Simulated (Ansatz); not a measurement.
**H2Si···HCl: density, localisation and related maps**

```xyz
5

Si   -0.0966    0.0000   -0.7953
Cl    1.7123    0.0000    1.9949
H     2.0952    0.0000    0.7122
H    -1.0796    1.1124   -0.4069
H    -1.0796   -1.1124   -0.4069
```

Not at a stationary point (largest force 1.1 eV/Å).

Theory: Ansatz, RKS PBE0/cc-pVDZ.

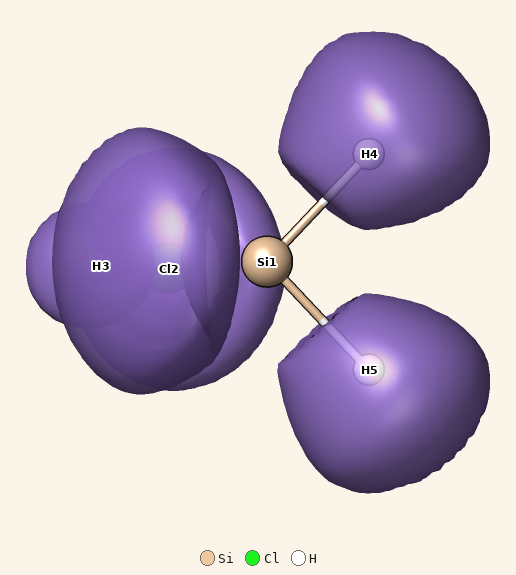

Figure 1. Isosurface of the electron localisation function at 0.85 (purple), seen at an oblique angle. Core shells and regions of very low density are left out.

Question: Identify the bonds, lone pairs and shells in this picture.

Answer: At this value the surface marks out three regions around hydrogen nuclei, one ring or bowl of non-bonding electrons around Cl and one lobe on Si, pointing away from the bonds (lone pairs). Along the contacts the grid gives the following. Si1···H3 (2.66 Å): the ELF dips to about 0.10 between them. Cl–H (1.34 Å): the ELF climbs to about 1 towards the hydrogen, as it does in any bond to H; a covalent bond by its length.

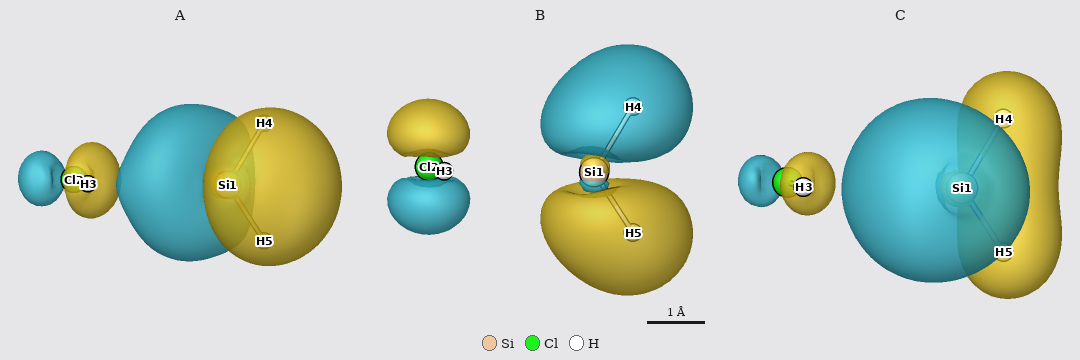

Figure 2. Three frontier orbitals at ±0.1 Å⁻³ᐟ² (yellow and cyan are the two phases), in no order.

Question: Order the three orbitals by energy and name them.

Answer: B is the HOMO−1 (−9.23 eV). By Hirshfeld shares it lies mainly on Si1 (about 40 %), H4 (about 25 %), H5 (about 25 %) and Cl2 (about 10 %). C is the HOMO (−6.92 eV). It lies mainly on Si1 (about 75 %), H4 (about 10 %) and H5 (about 10 %). A is the LUMO (−3.02 eV). Its weight (Hirshfeld) is mainly on Si1 (about 80 %) and Cl2 (about 5 %).

Question: What is the HOMO–LUMO gap?

Answer: 3.90 eV between the orbital energies.
